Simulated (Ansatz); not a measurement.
# C₂H₃F: what the fields show

The calculation's input:

```
crystal:
  periodic: [false, false, false]
  atoms:
    - {symbol: H, position_ang: [0.029707, -1.334059, -0.788686]}
    - {symbol: C, position_ang: [0.393493, 0.377191, 0.441506]}
    - {symbol: C, position_ang: [-0.293445, -0.379467, -0.388462]}
    - {symbol: F, position_ang: [-1.503375, -0.032966, -0.837158]}
    - {symbol: H, position_ang: [1.368233, 0.047608, 0.772555]}
    - {symbol: H, position_ang: [0.005387, 1.321594, 0.800345]}
basis:
  gaussian: {orbitals: def2-TZVPP}
hamiltonian: {xc: pbe0, dispersion: d4}
output: {orbitals: {seedname: orbitals}}
```

Command:

```sh
ansatz run in.yaml --threads 2 --pin off --events-out ev --progress --plain --max-ram 4352MiB
```

The product side of a reaction path; geometry: PBE0-D4/def2-TZVP.

Level of theory: RKS PBE0-D4/def2-TZVPP (Ansatz).

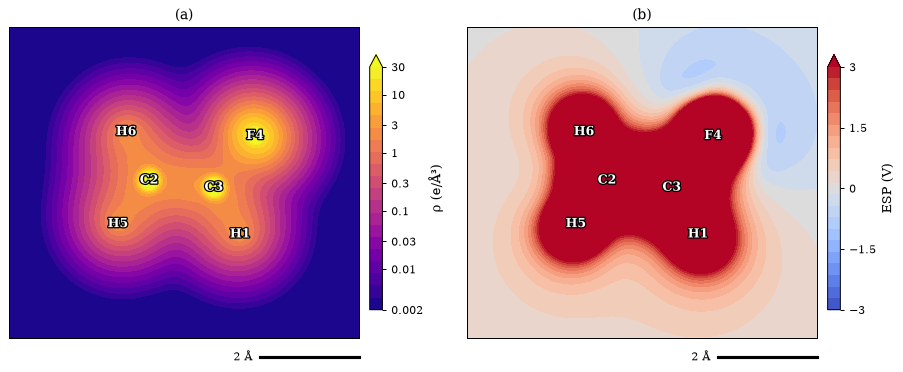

Figure 1. (a) electron density; (b) electrostatic potential on the molecular plane.

Interpret the plot.

The plane passes through H, C and F nuclei.
C–C (1.32 Å): ρ is about 2.5 e/Å³ halfway.
C–F (1.34 Å): ρ at the midpoint is about 2.3 e/Å³.
C–H (1.08 Å): ρ at the midpoint is about 2 e/Å³.
Outside the dense part of the molecule the potential is most negative (−0.8 V) near F4.

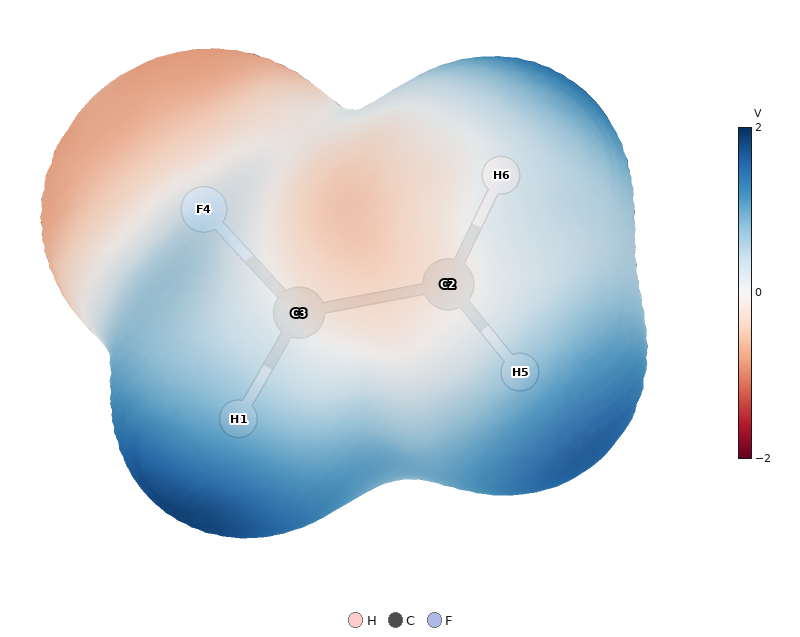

Figure 2. The molecular electrostatic potential painted on the density surface at 0.004 e/bohr³, seen at a tilt; the colour scale runs from red (negative) to blue (positive).

Where is the surface potential most negative and most positive?

The most negative region (about −0.8 V) lies over F4, the most positive (about +1.8 V) over H1.

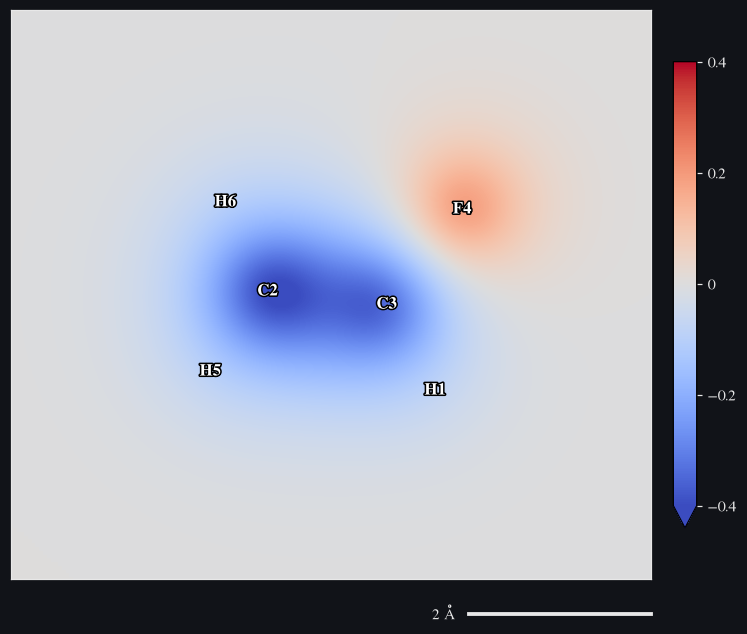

Figure 3. The HOMO on a plane 0.8 Å above the molecular plane (values in Å⁻³ᐟ²; the overall sign is arbitrary).

What is the character of this orbital?

By Hirshfeld shares it lies mainly on C2 (about 45 %), C3 (about 35 %) and F4 (about 15 %); it changes sign across the molecular plane (π type); π-bonding across C2–C3; π-antibonding (a node) across C3–F4. Its energy is −7.75 eV.
